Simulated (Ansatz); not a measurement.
**SiH₂ + SiH₄O: a complex and its separated parts**

The complex below is one end of an elementary step. How strongly is it bound against its free parts?

Computed with Ansatz 0.2.0, Gaussian basis. Level: PBE0-D4/def2-TZVP structures, single points in def2-TZVPP, no counterpoise correction.

Levels: SPW92, PBE-D4, BLYP-D4, r2SCAN-D4, B97M-V, PBE0-D4, B3LYP-D4, r2SCAN0-D4, BHLYP-D4, CAM-B3LYP-D4, wB97X-V, wB97M-V, B2PLYP, PBE-QIDH, RPA on PBE, Hartree-Fock, MP2, CCSD, CCSD(T).

Cores are frozen in the correlated methods. B3LYP uses VWN-RPA correlation. B2PLYP carries no dispersion term here.

56 further runs of the same task are left out: 56 set aside as unsound or not needed.

## Step 1: The starting structure

The complex: 9 atoms, charge 0, spin multiplicity 1.

Atoms are counted from 1 here; the program's logs count them from 0.

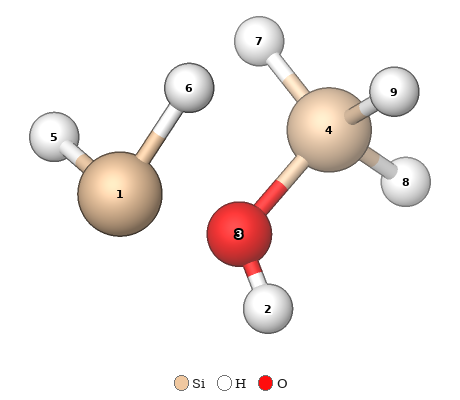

Start geometry, drawn with silicon light orange, hydrogen white, oxygen red; atoms are numbered from 1 in the order of the file.

Geometry (Å):

```
Si   -0.89165   -1.48863   -1.05762
H     1.23084   -0.12288   -1.34405
O     0.42337    0.01880   -0.84467
Si    0.51739    0.73704    0.69273
H    -2.01234   -0.46076   -1.13705
H    -0.94810   -1.52380    0.47610
H    -0.82279    1.27875    0.96942
H     1.53271    1.81469    0.55434
H     0.97047   -0.25310    1.69090
```

Its parts: SiH₂ holds atoms 1, 5, 6; SiH₄O holds atoms 2, 3, 4, 7, 8, 9. Each part counts its atoms afresh in its own runs.

## Step 2: Relaxing SiH₂ alone

relax-a/in.yaml reads:

```yaml
crystal:
  periodic: [false, false, false]
  atoms:
    - {symbol: Si, position_ang: [-0.891653, -1.488629, -1.057618]}
    - {symbol: H, position_ang: [-2.012335, -0.460764, -1.137054]}
    - {symbol: H, position_ang: [-0.948095, -1.523799, 0.476101]}
basis:
  gaussian: {orbitals: def2-TZVP}
hamiltonian: {xc: pbe0, dispersion: d4}
relax: {f_tol: 0.005, max_steps: 200}
```

On the command line:

```sh
$ ansatz run in.yaml --threads 2 --pin off --events-out ev --progress --plain --max-ram 4352MiB
```

The program printed (excerpt; [...] marks lines left out):

```text
Functional definition: PBE0
  name "PBE0"
  cite "Adamo & Barone, J. Chem. Phys. 110, 6158 (1999) doi:10.1063/1.478522"
  cite "Perdew, Burke & Ernzerhof, Phys. Rev. Lett. 77, 3865 (1996) doi:10.1103/PhysRevLett.77.3865"
  parent pbe
[...]
356 factors; their error is unknown
[...]
mean field -7904.52759049 eV, -290.4860310691 hartree, gradient 2.5e-5 eV, S^2 0.000000; 0 other end points of the search recorded, 0 dependent functions left out
[...]
reference -7904.52761237 eV, -290.4860318734 hartree; 8, 8 occupied and 41, 41 virtual orbitals, 356 factors
[...]
356 factors; their error is unknown
mean field -7904.52924083 eV, -290.4860917181 hartree, gradient 4.9e-5 eV, S^2 0.000000; 1 other end points of the search recorded, 0 dependent functions left out
[...]
reference -7904.52926269 eV, -290.4860925215 hartree; 8, 8 occupied and 41, 41 virtual orbitals, 356 factors
Total energy: -7904.54767392 eV, -290.4867691219 hartree
Atom 0 at    -0.886338    -1.493436    -1.058442 Å, force     0.000304    -0.000259    -0.000329 eV/Å
Atom 1 at    -2.009883    -0.463657    -1.125484 Å, force    -0.000290     0.000266    -0.000019 eV/Å
Atom 2 at    -0.955862    -1.516099     0.465354 Å, force    -0.000015    -0.000006     0.000347 eV/Å
Dipole moment:    -0.020044     0.016920     0.024472 e Å
```

Wall time 0.75 s (2 threads of Intel Xeon 6975P-C, shared host).

Step by step:

```
step  energy from step 1 (eV)  largest force component (eV/Å)
   1                   0.0000                          0.1479
   2                  -0.0008                          0.0847
   3                  -0.0016                          0.0169
   4                  -0.0017                          0.0003
```

Close pairs (by a distance rule), those that changed most:

```csv
bond,before (Å),after (Å),change (Å)
Si1–H3,1.535,1.526,-0.010
Si1–H2,1.523,1.526,+0.003
```

## Step 3: Relaxing SiH₄O alone

relax-b/in.yaml reads:

```yaml
crystal:
  periodic: [false, false, false]
  atoms:
    - {symbol: H, position_ang: [1.230841, -0.122884, -1.344047]}
    - {symbol: O, position_ang: [0.423367, 0.018803, -0.844666]}
    - {symbol: Si, position_ang: [0.517391, 0.737041, 0.692730]}
    - {symbol: H, position_ang: [-0.822794, 1.278750, 0.969417]}
    - {symbol: H, position_ang: [1.532713, 1.814685, 0.554344]}
    - {symbol: H, position_ang: [0.970465, -0.253103, 1.690896]}
basis:
  gaussian: {orbitals: def2-TZVP}
hamiltonian: {xc: pbe0, dispersion: d4}
relax: {f_tol: 0.005, max_steps: 200}
```

On the command line:

```sh
$ ansatz run in.yaml --threads 2 --pin off --events-out ev --progress --plain --max-ram 4352MiB
```

The program printed (excerpt; [...] marks lines left out):

```text
[... 5 set-up lines as earlier in the session ...]
[...]
595 factors; their error is unknown
[...]
mean field -9986.15440945 eV, -366.9844056886 hartree, gradient 4.6e-5 eV, S^2 0.000000; 0 other end points of the search recorded, 0 dependent functions left out
[...]
Atom 2 at     0.544296     0.756876     0.625729 Å, force    -0.001679     0.000503    -0.000576 eV/Å
Atom 3 at    -0.807748     1.247300     0.976696 Å, force    -0.000376    -0.000010     0.000279 eV/Å
Atom 4 at     1.514360     1.886161     0.651886 Å, force     0.000476    -0.000301    -0.000059 eV/Å
Atom 5 at     0.991029    -0.252961     1.624513 Å, force     0.000524    -0.000157     0.000293 eV/Å
Dipole moment:     0.271290    -0.075758    -0.021408 e Å
```

Wall time 6 s (2 threads of Intel Xeon 6975P-C, shared host).

Step by step: (the energy doesn't fall at every step)

```
step  energy from step 1 (eV)  largest force component (eV/Å)
   1                   0.0000                          1.9464
   2                  -0.0592                          0.8336
   3                  -0.0753                          0.0603
   4                  -0.0762                          0.0347
   5                  -0.0788                          0.0178
   6                  -0.0711                          0.6582
   7                  -0.0789                          0.0077
   8                  -0.0758                          0.1928
   9                  -0.0790                          0.0047
  10                  -0.0791                          0.0190
  11                  -0.0791                          0.0046
```

Close pairs (by a distance rule), those that changed most:

```
  bond  before (Å)  after (Å)  change (Å)
O2–Si3       1.699      1.648      -0.052
Si3–H6       1.477      1.489      +0.012
Si3–H4       1.472      1.480      +0.009
 H1–O2       0.960      0.958      -0.002
Si3–H5       1.487      1.489      +0.002
```

## Step 4: SPW92/def2-TZVPP

parta/in.yaml reads:

```yaml
crystal:
  periodic: [false, false, false]
  atoms:
    - {symbol: Si, position_ang: [-0.886338, -1.493436, -1.058442]}
    - {symbol: H, position_ang: [-2.009883, -0.463657, -1.125484]}
    - {symbol: H, position_ang: [-0.955862, -1.516099, 0.465354]}
basis:
  gaussian: {orbitals: def2-TZVPP}
hamiltonian: {xc: lda}
```

partb/in.yaml reads:

```yaml
crystal:
  periodic: [false, false, false]
  atoms:
    - {symbol: H, position_ang: [1.198932, -0.268191, -1.278684]}
    - {symbol: O, position_ang: [0.411115, 0.104106, -0.881467]}
    - {symbol: Si, position_ang: [0.544296, 0.756876, 0.625729]}
    - {symbol: H, position_ang: [-0.807748, 1.247300, 0.976696]}
    - {symbol: H, position_ang: [1.514360, 1.886161, 0.651886]}
    - {symbol: H, position_ang: [0.991029, -0.252961, 1.624513]}
basis:
  gaussian: {orbitals: def2-TZVPP}
hamiltonian: {xc: lda}
```

The same command starts each run, in its folder.

On the command line:

```sh
$ ansatz run in.yaml --threads 2 --pin off --events-out ev --progress --plain --max-ram 4352MiB
```

parta printed (excerpt; [...] marks lines left out):

```text
Functional definition: SPW92
  name "SPW92"
  cite "Dirac, Proc. Camb. Phil. Soc. 26, 376 (1930) doi:10.1017/S0305004100016108"
  cite "Slater, Phys. Rev. 81, 385 (1951) doi:10.1103/PhysRev.81.385"
  cite "Perdew & Wang, Phys. Rev. B 45, 13244 (1992) doi:10.1103/PhysRevB.45.13244"
[...]
406 factors; their error is unknown
[...]
mean field -7875.63823980 eV, -289.4243670134 hartree, gradient 8.6e-6 eV, S^2 0.000000; 0 other end points of the search recorded, 0 dependent functions left out
reference -7875.63826751 eV, -289.4243680316 hartree; 8, 8 occupied and 62, 62 virtual orbitals, 406 factors
Total energy: -7875.63826751 eV, -289.4243680316 hartree
```

Output in partb (excerpt; [...] marks lines left out):

```text
[... 5 set-up lines as earlier in the session ...]
[...]
675 factors; their error is unknown
[...]
mean field -9944.57255975 eV, -365.4563008975 hartree, gradient 2.9e-5 eV, S^2 0.000000; 0 other end points of the search recorded, 0 dependent functions left out
reference -9944.57259109 eV, -365.4563020492 hartree; 13, 13 occupied and 116, 116 virtual orbitals, 675 factors
Total energy: -9944.57259109 eV, -365.4563020492 hartree
```

They took 0.15 s (parta), 0.35 s (partb) on 2 threads of Intel Xeon 6975P-C, shared host.

## Step 5: PBE-D4/def2-TZVPP

Each input of step 4 (parta, partb) changes in the same lines:

```diff
-hamiltonian: {xc: lda}
+hamiltonian: {xc: pbe, dispersion: d4}
```

The same command starts each run, in its folder.

On the command line:

```sh
$ ansatz run in.yaml --threads 2 --pin off --events-out ev --progress --plain --max-ram 4352MiB
```

parta printed (excerpt; [...] marks lines left out):

```text
Functional definition: PBE
  name "PBE"
[... 2 set-up lines as earlier in the session ...]
[...]
406 factors; their error is unknown
[...]
mean field -7903.77190329 eV, -290.4582600769 hartree, gradient 2.1e-5 eV, S^2 0.000000; 0 other end points of the search recorded, 0 dependent functions left out
reference -7903.77193251 eV, -290.4582611508 hartree; 8, 8 occupied and 62, 62 virtual orbitals, 406 factors
Total energy: -7903.79453121 eV, -290.4590916375 hartree
```

Output in partb (excerpt; [...] marks lines left out):

```text
[... 4 set-up lines as earlier in the session ...]
[...]
675 factors; their error is unknown
[...]
mean field -9985.38615395 eV, -366.9561728198 hartree, gradient 4.1e-5 eV, S^2 0.000000; 0 other end points of the search recorded, 0 dependent functions left out
reference -9985.38618748 eV, -366.9561740522 hartree; 13, 13 occupied and 116, 116 virtual orbitals, 675 factors
Total energy: -9985.45067587 eV, -366.9585439568 hartree
```

Times: 0.2 s (parta), 0.45 s (partb) on 2 threads of Intel Xeon 6975P-C, shared host.

## Step 6: BLYP-D4/def2-TZVPP

Each input of step 5 (parta, partb) changes in the same lines:

```diff
-hamiltonian: {xc: pbe, dispersion: d4}
+hamiltonian: {xc: {name: BLYP}, dispersion: d4}
```

Each run has its own folder and the same command.

On the command line:

```sh
$ ansatz run in.yaml --threads 2 --pin off --events-out ev --progress --plain --max-ram 4352MiB
```

parta printed (excerpt; [...] marks lines left out):

```text
Functional definition: BLYP
  name "BLYP"
  cite "Becke, Phys. Rev. A 38, 3098 (1988) doi:10.1103/PhysRevA.38.3098"
  cite "Lee, Yang & Parr, Phys. Rev. B 37, 785 (1988) doi:10.1103/PhysRevB.37.785"
[...]
406 factors; their error is unknown
[...]
mean field -7908.03955349 eV, -290.6150933289 hartree, gradient 1.4e-5 eV, S^2 0.000000; 0 other end points of the search recorded, 0 dependent functions left out
reference -7908.03980641 eV, -290.6151026235 hartree; 8, 8 occupied and 62, 62 virtual orbitals, 406 factors
Total energy: -7908.09276785 eV, -290.6170489208 hartree
```

partb printed (excerpt; [...] marks lines left out):

```text
[... 4 set-up lines as earlier in the session ...]
[...]
675 factors; their error is unknown
[...]
mean field -9991.38840372 eV, -367.1767514304 hartree, gradient 3.1e-5 eV, S^2 0.000000; 0 other end points of the search recorded, 0 dependent functions left out
reference -9991.38868554 eV, -367.1767617870 hartree; 13, 13 occupied and 116, 116 virtual orbitals, 675 factors
Total energy: -9991.53679585 eV, -367.1822047405 hartree
```

They took 0.2 s (parta), 0.5 s (partb) on 2 threads of Intel Xeon 6975P-C, shared host.

## Step 7: r2SCAN-D4/def2-TZVPP

The same edit goes into each in.yaml of step 6 (parta, partb):

```diff
-hamiltonian: {xc: {name: BLYP}, dispersion: d4}
+hamiltonian: {xc: r2scan, dispersion: d4}
```

Each run has its own folder and the same command.

On the command line:

```sh
$ ansatz run in.yaml --threads 2 --pin off --events-out ev --progress --plain --max-ram 4352MiB
```

parta printed (excerpt; [...] marks lines left out):

```text
Functional definition: r2SCAN
  name "r2SCAN"
  cite "Furness, Kaplan, Ning, Perdew & Sun, J. Phys. Chem. Lett. 11, 8208 (2020) doi:10.1021/acs.jpclett.0c02405"
  cite "Furness, Kaplan, Ning, Perdew & Sun, J. Phys. Chem. Lett. 11, 9248 (2020) doi:10.1021/acs.jpclett.0c03077"
  parent r2scan
[...]
406 factors; their error is unknown
[...]
mean field -7907.04578924 eV, -290.5785731665 hartree, gradient 2.2e-5 eV, S^2 0.000000; 0 other end points of the search recorded, 0 dependent functions left out
reference -7907.04579813 eV, -290.5785734933 hartree; 8, 8 occupied and 62, 62 virtual orbitals, 406 factors
Total energy: -7907.05069344 eV, -290.5787533925 hartree
```

partb printed (excerpt; [...] marks lines left out):

```text
[... 5 set-up lines as earlier in the session ...]
[...]
675 factors; their error is unknown
[...]
mean field -9990.14276873 eV, -367.1309751887 hartree, gradient 2.4e-5 eV, S^2 0.000000; 0 other end points of the search recorded, 0 dependent functions left out
reference -9990.14277914 eV, -367.1309755713 hartree; 13, 13 occupied and 116, 116 virtual orbitals, 675 factors
Total energy: -9990.15741319 eV, -367.1315133627 hartree
```

Wall times: 0.4 s (parta), 0.85 s (partb) on 2 threads of Intel Xeon 6975P-C, shared host.

## Step 8: B97M-V/def2-TZVPP

Each input of step 7 (parta, partb) changes in the same lines:

```diff
-hamiltonian: {xc: r2scan, dispersion: d4}
+hamiltonian: {xc: {name: B97M-V}}
```

The same command starts each run, in its folder.

On the command line:

```sh
$ ansatz run in.yaml --threads 2 --pin off --events-out ev --progress --plain --max-ram 4352MiB
```

Output in parta (excerpt; [...] marks lines left out):

```text
Functional definition: B97M-V
  name "B97M-V"
  cite "Mardirossian & Head-Gordon, J. Chem. Phys. 142, 074111 (2015) doi:10.1063/1.4907719"
  cite "Becke, J. Chem. Phys. 107, 8554 (1997) doi:10.1063/1.475007"
  cite "Vydrov & Van Voorhis, J. Chem. Phys. 133, 244103 (2010) doi:10.1063/1.3521275"
  # Of w^i u^j: cxij and so on, Table III.
[...]
  gx(w, u) = cx00 + cx01*u + cx02*u^2 + (cx10 + cx11*u)*w
[...]
  gos(w, u) = cos00 + cos01*u + cos03*u^3 + cos10*w + cos32*w^3*u^2
[...]
      + integral(e_c_pw_mod_opposite_spin*gos(b97_w_opposite, b97_u_opposite)) + vv10(b, c)
406 factors; their error is unknown
[...]
mean field -7906.03305153 eV, -290.5413557422 hartree, gradient 2.0e-5 eV, S^2 0.000000; 0 other end points of the search recorded, 0 dependent functions left out
reference -7906.03309498 eV, -290.5413573389 hartree; 8, 8 occupied and 62, 62 virtual orbitals, 406 factors
Total energy: -7906.03309498 eV, -290.5413573389 hartree
```

partb printed (excerpt; [...] marks lines left out):

```text
[... 5 set-up lines as earlier in the session ...]
  # Of w^i u^j: cxij and so on, Table III.
[...]
  gx(w, u) = cx00 + cx01*u + cx02*u^2 + (cx10 + cx11*u)*w
[...]
  gos(w, u) = cos00 + cos01*u + cos03*u^3 + cos10*w + cos32*w^3*u^2
[...]
      + integral(e_c_pw_mod_opposite_spin*gos(b97_w_opposite, b97_u_opposite)) + vv10(b, c)
675 factors; their error is unknown
[...]
mean field -9989.26357229 eV, -367.0986653158 hartree, gradient 7.0e-5 eV, S^2 0.000000; 0 other end points of the search recorded, 0 dependent functions left out
reference -9989.26362446 eV, -367.0986672329 hartree; 13, 13 occupied and 116, 116 virtual orbitals, 675 factors
Total energy: -9989.26362446 eV, -367.0986672329 hartree
```

They took 0.55 s (parta), 1.6 s (partb) on 2 threads of Intel Xeon 6975P-C, shared host.

## Step 9: PBE0-D4/def2-TZVPP

The same edit goes into each in.yaml of step 8 (parta, partb):

```diff
-hamiltonian: {xc: {name: B97M-V}}
+hamiltonian: {xc: pbe0, dispersion: d4}
+output: {orbitals: {seedname: orbitals}}
```

Each run has its own folder and the same command.

On the command line:

```sh
$ ansatz run in.yaml --threads 2 --pin off --events-out ev --progress --plain --max-ram 4352MiB
```

Output in parta (excerpt; [...] marks lines left out):

```text
[... 5 set-up lines as earlier in the session ...]
[...]
409 factors; their error is unknown
[...]
mean field -7904.53917117 eV, -290.4864566513 hartree, gradient 7.8e-5 eV, S^2 0.000000; 0 other end points of the search recorded, 0 dependent functions left out
reference -7904.53919298 eV, -290.4864574529 hartree; 8, 8 occupied and 62, 62 virtual orbitals, 409 factors
Total energy: -7904.55760422 eV, -290.4871340533 hartree
```

Output in partb (excerpt; [...] marks lines left out):

```text
[... 5 set-up lines as earlier in the session ...]
[...]
678 factors; their error is unknown
[...]
mean field -9986.29141397 eV, -366.9894405121 hartree, gradient 1.5e-5 eV, S^2 0.000000; 0 other end points of the search recorded, 0 dependent functions left out
reference -9986.29143907 eV, -366.9894414344 hartree; 13, 13 occupied and 116, 116 virtual orbitals, 678 factors
Total energy: -9986.34443782 eV, -366.9913891026 hartree
```

Wall times: 0.2 s (parta), 0.55 s (partb) on 2 threads of Intel Xeon 6975P-C, shared host.

## Step 10: B3LYP-D4/def2-TZVPP

Each input of step 9 (parta, partb) changes in the same lines:

```diff
-hamiltonian: {xc: pbe0, dispersion: d4}
-output: {orbitals: {seedname: orbitals}}
+hamiltonian: {xc: {name: B3LYP}, dispersion: d4}
```

The same command starts each run, in its folder.

On the command line:

```sh
$ ansatz run in.yaml --threads 2 --pin off --events-out ev --progress --plain --max-ram 4352MiB
```

parta printed (excerpt; [...] marks lines left out):

```text
Functional definition: B3LYP
  name "B3LYP"
  cite "Stephens, Devlin, Chabalowski & Frisch, J. Phys. Chem. 98, 11623 (1994) doi:10.1021/j100096a001"
[... 2 set-up lines as earlier in the session ...]
  cite "Vosko, Wilk & Nusair, Can. J. Phys. 58, 1200 (1980) doi:10.1139/p80-159"
[...]
409 factors; their error is unknown
[...]
mean field -7908.75907246 eV, -290.6415351634 hartree, gradient 8.7e-5 eV, S^2 0.000000; 0 other end points of the search recorded, 0 dependent functions left out
reference -7908.75926038 eV, -290.6415420692 hartree; 8, 8 occupied and 62, 62 virtual orbitals, 409 factors
Total energy: -7908.79628061 eV, -290.6429025379 hartree
```

partb printed (excerpt; [...] marks lines left out):

```text
[... 6 set-up lines as earlier in the session ...]
[...]
678 factors; their error is unknown
[...]
mean field -9992.74274567 eV, -367.2265225790 hartree, gradient 2.1e-5 eV, S^2 0.000000; 0 other end points of the search recorded, 0 dependent functions left out
reference -9992.74295551 eV, -367.2265302904 hartree; 13, 13 occupied and 116, 116 virtual orbitals, 678 factors
Total energy: -9992.84764465 eV, -367.2303775454 hartree
```

Wall times: 0.2 s (parta), 0.65 s (partb) on 2 threads of Intel Xeon 6975P-C, shared host.

## Step 11: r2SCAN0-D4/def2-TZVPP

Each input of step 10 (parta, partb) changes in the same lines:

```diff
-hamiltonian: {xc: {name: B3LYP}, dispersion: d4}
+hamiltonian: {xc: {name: r2SCAN0}, dispersion: d4}
```

One command serves all of them, each in its own folder.

On the command line:

```sh
$ ansatz run in.yaml --threads 2 --pin off --events-out ev --progress --plain --max-ram 4352MiB
```

Log of parta (excerpt; [...] marks lines left out):

```text
Functional definition: r2SCAN0
  name "r2SCAN0"
  cite "Bursch, Neugebauer, Ehlert & Grimme, J. Chem. Phys. 156, 134105 (2022) doi:10.1063/5.0086040"
[... 3 set-up lines as earlier in the session ...]
[...]
409 factors; their error is unknown
[...]
mean field -7906.95441518 eV, -290.5752152316 hartree, gradient 9.5e-6 eV, S^2 0.000000; 0 other end points of the search recorded, 0 dependent functions left out
reference -7906.95442228 eV, -290.5752154927 hartree; 8, 8 occupied and 62, 62 virtual orbitals, 409 factors
Total energy: -7906.96016695 eV, -290.5754266052 hartree
```

partb printed (excerpt; [...] marks lines left out):

```text
[... 6 set-up lines as earlier in the session ...]
[...]
678 factors; their error is unknown
[...]
mean field -9989.76142802 eV, -367.1169611761 hartree, gradient 1.4e-5 eV, S^2 0.000000; 0 other end points of the search recorded, 0 dependent functions left out
reference -9989.76143629 eV, -367.1169614803 hartree; 13, 13 occupied and 116, 116 virtual orbitals, 678 factors
Total energy: -9989.77846391 eV, -367.1175872336 hartree
```

They took 0.4 s (parta), 0.95 s (partb) on 2 threads of Intel Xeon 6975P-C, shared host.

## Step 12: BHLYP-D4/def2-TZVPP

The same edit goes into each in.yaml of step 11 (parta, partb):

```diff
-hamiltonian: {xc: {name: r2SCAN0}, dispersion: d4}
+hamiltonian: {xc: {name: BHLYP}, dispersion: d4}
```

One command serves all of them, each in its own folder.

On the command line:

```sh
$ ansatz run in.yaml --threads 2 --pin off --events-out ev --progress --plain --max-ram 4352MiB
```

Output in parta (excerpt; [...] marks lines left out):

```text
Functional definition: BHLYP
  name "BHLYP"
  cite "Becke, J. Chem. Phys. 98, 1372 (1993) doi:10.1063/1.464304"
[... 2 set-up lines as earlier in the session ...]
[...]
428 factors; their error is unknown
[...]
mean field -7908.05554025 eV, -290.6156808317 hartree, gradient 8.0e-6 eV, S^2 0.000000; 0 other end points of the search recorded, 0 dependent functions left out
reference -7908.05566712 eV, -290.6156854941 hartree; 8, 8 occupied and 62, 62 virtual orbitals, 428 factors
Total energy: -7908.08194533 eV, -290.6166512003 hartree
```

Output in partb (excerpt; [...] marks lines left out):

```text
[... 5 set-up lines as earlier in the session ...]
[...]
723 factors; their error is unknown
[...]
mean field -9991.01749527 eV, -367.1631207962 hartree, gradient 3.1e-5 eV, S^2 0.000000; 0 other end points of the search recorded, 0 dependent functions left out
reference -9991.01763693 eV, -367.1631260022 hartree; 13, 13 occupied and 116, 116 virtual orbitals, 723 factors
Total energy: -9991.09242864 eV, -367.1658745469 hartree
```

Times: 0.2 s (parta), 0.6 s (partb) on 2 threads of Intel Xeon 6975P-C, shared host.

(Part 1 of 2 ends here.)
